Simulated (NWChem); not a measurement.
# C3H5 (SMILES C=[C]C): UPBE0/cc-pVDZ, part 1 of 2

What is the vertical ionisation energy of C3H5 at UPBE0/cc-pVDZ? 

The results are computed with NWChem 7.3.0.

2 further runs of the same task are left out: 2 that didn't finish.

### Step 1. The system as given

C3H5 has 8 atoms, charge 0, and is taken as a doublet. As SMILES, `C=[C]C`. Geometry: relaxed at PBE0-D4/def2-TZVP.

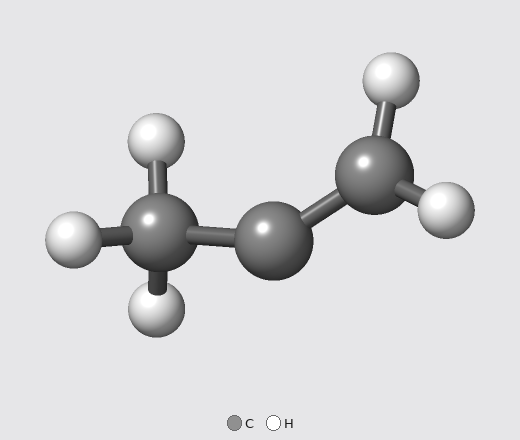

The structure, seen from a chosen angle (carbon grey, hydrogen white).

### Step 2. The energy at UPBE0/cc-pVDZ

The input, job.nw:

```
start job
title "C3H5"
memory total 2200 mb
charge 0

geometry units atomic noautosym nocenter noautoz
  C  -1.78560222  1.28444685 -1.64670734
  C  -0.43784954 -0.58883866 -0.77932305
  C   1.41086952 -1.14781965  1.18901568
  H  -3.06286810  1.07393136 -3.23936852
  H  -1.68336803  3.16510229 -0.79481881
  H   1.82094009  0.54235140  2.32625286
  H   3.18929078 -1.81564886  0.37605550
  H   0.72244230 -2.62161705  2.46382492
end

basis spherical bse
  * library cc-pVDZ
end

dft
  xc pbe0
  mult 2
  grid fine
  convergence energy 1e-08
  maxiter 100
  mulliken
  print low
end

task dft energy
```

Run with:

```console
nwchem job.nw > job.out
```

Standard output:

```text
Northwest Computational Chemistry Package (NWChem) 7.3.0
             --------------------------------------------------------

           Job information
           ---------------

    nwchem branch   = 7.3.0
    use scalapack   = T
    input           = job.nw
    prefix          = job.
    data base       = ./job.db
    status          = startup
    nproc           =        1

           Memory information
           ------------------

    heap     =     72089596 doubles =      550.0 Mbytes
    stack    =     72089601 doubles =      550.0 Mbytes
    global   =    144179200 doubles =     1100.0 Mbytes (distinct from heap & stack)
    total    =    288358397 doubles =     2200.0 Mbytes
    verify   = yes
    hardfail = no

           Directory information
           ---------------------

  0 permanent = .
  0 scratch   = .

                                NWChem Input Module
                                -------------------

                                       C3H5
                                       ----

                             Geometry "geometry" -> ""
                             -------------------------

 Output coordinates in a.u. (scale by  1.000000000 to convert to a.u.)

  No.       Tag          Charge          X              Y              Z
 ---- ---------------- ---------- -------------- -------------- --------------
    1 C                    6.0000    -1.78560222     1.28444685    -1.64670734
    2 C                    6.0000    -0.43784954    -0.58883866    -0.77932305
    3 C                    6.0000     1.41086952    -1.14781965     1.18901568
    4 H                    1.0000    -3.06286810     1.07393136    -3.23936852
    5 H                    1.0000    -1.68336803     3.16510229    -0.79481881
    6 H                    1.0000     1.82094009     0.54235140     2.32625286
    7 H                    1.0000     3.18929078    -1.81564886     0.37605550
    8 H                    1.0000     0.72244230    -2.62161705     2.46382492

      Atomic Mass
      -----------

      C                 12.000000
      H                  1.007825

 Effective nuclear repulsion energy (a.u.)      64.0732579000

            Nuclear Dipole moment (a.u.)
            ----------------------------
        X                 Y               Z
 ---------------- ---------------- ----------------
    -3.8890564000    -2.3691496200    -6.2901423100

            XYZ format geometry
            -------------------
     8
 geometry
 C                    -0.94490007     0.67970005    -0.87140006
 C                    -0.23170002    -0.31160002    -0.41240003
 C                     0.74660005    -0.60740004     0.62920005
 H                    -1.62080012     0.56830004    -1.71420012
 H                    -0.89080006     1.67490012    -0.42060003
 H                     0.96360007     0.28700002     1.23100009
 H                     1.68770012    -0.96080007     0.19900001
 H                     0.38230003    -1.38730010     1.30380009

 ==============================================================================
                                internuclear distances
 ------------------------------------------------------------------------------
       center one      |      center two      | atomic units |       a.u.
 ------------------------------------------------------------------------------
    2 C                |   1 C                |     2.46536  |     2.46536
    3 C                |   2 C                |     2.75764  |     2.75764
    4 H                |   1 C                |     2.05239  |     2.05239
    5 H                |   1 C                |     2.06713  |     2.06713
    6 H                |   3 C                |     2.07801  |     2.07801
    7 H                |   3 C                |     2.06632  |     2.06632
    8 H                |   3 C                |     2.06668  |     2.06668
 ------------------------------------------------------------------------------
                         number of included internuclear distances:          7
 ==============================================================================

 ==============================================================================
                                 internuclear angles
 ------------------------------------------------------------------------------
        center 1       |       center 2       |       center 3       |  degrees
 ------------------------------------------------------------------------------
    2 C                |   1 C                |   4 H                |   122.36
    2 C                |   1 C                |   5 H                |   121.28
    4 H                |   1 C                |   5 H                |   116.35
    1 C                |   2 C                |   3 C                |   140.50
    2 C                |   3 C                |   6 H                |   110.98
    2 C                |   3 C                |   7 H                |   111.20
    2 C                |   3 C                |   8 H                |   111.19
    6 H                |   3 C                |   7 H                |   107.96
    6 H                |   3 C                |   8 H                |   107.95
    7 H                |   3 C                |   8 H                |   107.39
 ------------------------------------------------------------------------------
                            number of included internuclear angles:         10
 ==============================================================================

 Summary of "ao basis" -> "" (spherical)
 ------------------------------------------------------------------------------
       Tag                 Description            Shells   Functions and Types
 ---------------- ------------------------------  ------  ---------------------
 *                          cc-pVDZ                   on all atoms

                                 NWChem DFT Module
                                 -----------------

                                       C3H5

                      Basis "ao basis" -> "ao basis" (spherical)
                      -----
  [basis functions not shown]

 Summary of "ao basis" -> "ao basis" (spherical)
 ------------------------------------------------------------------------------
       Tag                 Description            Shells   Functions and Types
 ---------------- ------------------------------  ------  ---------------------
 C                          cc-pVDZ                  6       14   3s2p1d
 H                          cc-pVDZ                  3        5   2s1p

  Caching 1-el integrals
   Time after variat. SCF:      0.2

     ---------------------------------------------
      Total Density - Mulliken Population Analysis
     ---------------------------------------------

    Atom       Charge   Shell Charges
 -----------   ------   -------------------------------------------------------
    1 C    6     6.24   2.00  0.74  0.43  2.03  1.00  0.04
    2 C    6     6.18   2.00  0.76  0.63  1.74  0.97  0.07
    3 C    6     6.15   2.00  0.72  0.37  2.02  0.99  0.04
    4 H    1     0.89   0.66  0.19  0.03
    5 H    1     0.89   0.65  0.21  0.03
    6 H    1     0.89   0.66  0.20  0.03
    7 H    1     0.88   0.67  0.18  0.03
    8 H    1     0.88   0.67  0.18  0.03

     --------------------------------------------
      Spin Density - Mulliken Population Analysis
     --------------------------------------------

    Atom       Charge   Shell Charges
 -----------   ------   -------------------------------------------------------
    1 C    6     0.05  -0.00  0.01 -0.00  0.02 -0.00  0.02
    2 C    6     0.70   0.00  0.02  0.06  0.38  0.25  0.00
    3 C    6     0.04   0.00  0.01 -0.00  0.03  0.00  0.01
    4 H    1     0.03   0.02  0.00  0.00
    5 H    1     0.10   0.05  0.05  0.00
    6 H    1     0.07   0.04  0.03  0.00
    7 H    1     0.00   0.00 -0.00  0.00
    8 H    1     0.00   0.00 -0.00  0.00
   Time prior to 1st pass:      0.2

           Memory utilization after 1st SCF pass:
           Heap Space remaining (MW):       37.19            37191692
          Stack Space remaining (MW):       72.09            72088756

   convergence    iter        energy       DeltaE   RMS-Dens  Diis-err    time
 ---------------- ----- ----------------- --------- --------- ---------  ------
 d= 0,ls=0.0,diis     1   -117.0502384886 -1.81D+02  3.94D-03  5.70D-02     1.5
                                                     3.01D-03  4.92D-02
 d= 0,ls=0.0,diis     2   -117.0784076155 -2.82D-02  1.71D-03  7.18D-03     2.7
                                                     1.55D-03  8.96D-03
 d= 0,ls=0.0,diis     3   -117.0778645918  5.43D-04  1.06D-03  1.11D-02     4.0
                                                     7.59D-04  8.57D-03
 d= 0,ls=0.0,diis     4   -117.0831780508 -5.31D-03  1.06D-04  9.22D-05     5.3
                                                     2.36D-04  2.83D-04
 d= 0,ls=0.0,diis     5   -117.0833249518 -1.47D-04  1.46D-04  7.49D-05     6.5
                                                     7.35D-05  2.61D-05
  Resetting Diis
 d= 0,ls=0.0,diis     6   -117.0833839247 -5.90D-05  1.07D-04  4.68D-06     7.8
                                                     1.03D-04  7.91D-06
 d= 0,ls=0.0,diis     7   -117.0834114020 -2.75D-05  3.41D-05  1.58D-06     9.1
                                                     3.46D-05  1.42D-06
 d= 0,ls=0.0,diis     8   -117.0834163266 -4.92D-06  2.62D-05  7.31D-07    10.4
                                                     2.24D-05  7.19D-07
 d= 0,ls=0.0,diis     9   -117.0834185960 -2.27D-06  3.38D-05  3.49D-07    11.6
                                                     4.01D-05  5.40D-07
 d= 0,ls=0.0,diis    10   -117.0834203547 -1.76D-06  1.07D-05  1.94D-07    12.9
                                                     5.14D-06  7.62D-08
 d= 0,ls=0.0,diis    11   -117.0834204865 -1.32D-07  9.50D-07  4.78D-09    14.1
                                                     2.01D-06  1.27D-08
 d= 0,ls=0.0,diis    12   -117.0834204932 -6.73D-09  6.52D-07  9.25D-10    15.4
                                                     2.90D-07  3.85D-10

         Total DFT energy =     -117.083420493190
      One electron energy =     -282.792970741572
           Coulomb energy =      119.575392644202
    Exchange-Corr. energy =      -17.939100295835
 Nuclear repulsion energy =       64.073257900015

 Numeric. integr. density =       22.999999971882

     Total iterative time =     15.2s

     ---------------------------------------------
      Total Density - Mulliken Population Analysis
     ---------------------------------------------

    Atom       Charge   Shell Charges
 -----------   ------   -------------------------------------------------------
    1 C    6     6.06   2.01  0.66  0.38  2.07  0.89  0.04
    2 C    6     6.20   2.01  0.70  0.59  1.93  0.91  0.07
    3 C    6     6.04   2.01  0.66  0.34  2.12  0.86  0.05
    4 H    1     0.94   0.74  0.17  0.03
    5 H    1     0.96   0.73  0.19  0.03
    6 H    1     0.94   0.73  0.18  0.03
    7 H    1     0.93   0.74  0.16  0.03
    8 H    1     0.93   0.74  0.16  0.03

     --------------------------------------------
      Spin Density - Mulliken Population Analysis
     --------------------------------------------

    Atom       Charge   Shell Charges
 -----------   ------   -------------------------------------------------------
    1 C    6    -0.17  -0.00 -0.00 -0.02 -0.08 -0.09  0.02
    2 C    6     1.00   0.00  0.05  0.09  0.55  0.32 -0.00
    3 C    6    -0.04  -0.00  0.00 -0.02 -0.01 -0.03  0.01
    4 H    1     0.04   0.03  0.01 -0.00
    5 H    1     0.09   0.05  0.04 -0.00
    6 H    1     0.07   0.04  0.03 -0.00
    7 H    1     0.01   0.01 -0.00 -0.00
    8 H    1     0.01   0.01 -0.00 -0.00

     -------------------------------------------
      Total Density - Lowdin Population Analysis
     -------------------------------------------

    Atom       Charge   Shell Charges
 -----------   ------   -------------------------------------------------------
    1 C    6     6.12   1.87  0.58  0.40  1.85  1.27  0.15
    2 C    6     6.00   1.88  0.62  0.43  1.77  1.13  0.17
    3 C    6     6.09   1.87  0.55  0.37  1.89  1.26  0.16
    4 H    1     0.96   0.61  0.27  0.08
    5 H    1     0.97   0.60  0.28  0.09
    6 H    1     0.95   0.61  0.26  0.08
    7 H    1     0.95   0.61  0.26  0.08
    8 H    1     0.95   0.61  0.26  0.08

     ------------------------------------------
      Spin Density - Lowdin Population Analysis
     ------------------------------------------

    Atom       Charge   Shell Charges
 -----------   ------   -------------------------------------------------------
    1 C    6    -0.04  -0.00 -0.00 -0.00 -0.06 -0.04  0.06
    2 C    6     0.86   0.00  0.04  0.04  0.53  0.25  0.00
    3 C    6     0.03   0.00  0.00 -0.00 -0.00 -0.01  0.04
    4 H    1     0.02   0.02  0.00 -0.00
    5 H    1     0.06   0.04  0.02 -0.00
    6 H    1     0.05   0.03  0.02  0.00
    7 H    1     0.01   0.01  0.00 -0.00
    8 H    1     0.01   0.01  0.00 -0.00

     --------------------------
     Expectation value of S2:
     --------------------------
      <S2> =      0.7628 (Exact =     0.7500)

 Task  times  cpu:       15.4s     wall:       15.4s
 Total times  cpu:       15.4s     wall:       15.4s
```

Wall time 17 s (1 thread of AMD EPYC 7R13 (Zen 3), shared host); peak memory 0.11 GiB.

(Continued in part 2 of 2.)
